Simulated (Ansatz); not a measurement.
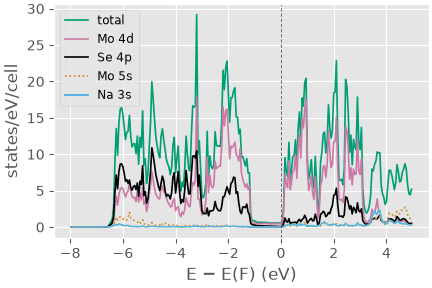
Figure: Total and projected density of states of NaMo₃Se₃ in space group P6_3/m (No. 176; Na on 2c, Mo on 6h, Se on 6h), PBEsol in the plane-wave PAW code Ansatz

Which orbitals carry the states next to the Fermi level?

Within 0.5 eV of the Fermi level: Mo 4d 79 %, Se 4p 10 %. Projections are on Löwdin-orthogonalised atomic valence shells; empty p or d shells of many metals are not among them.

Where is the tallest occupied peak in this window, and what makes it?

Near -3.2 eV, about 29 states/eV per cell; the largest projected share is Mo 4d.

The first step of the workflow began from a Materials Project structure, measured or hypothetical; the Crystallography Open Database copy checked does not list it. Its standing as an ambient phase is unchecked. The PBEsol relaxation kept the symmetry of its start; of distortions, only those at the zone centre were tested. The run is not spin-polarised. A small band overlap can be real or an error of a semilocal functional. Spin–orbit coupling is left out wherever it is not named.

Potentials: the later of the program's two PAW sets.
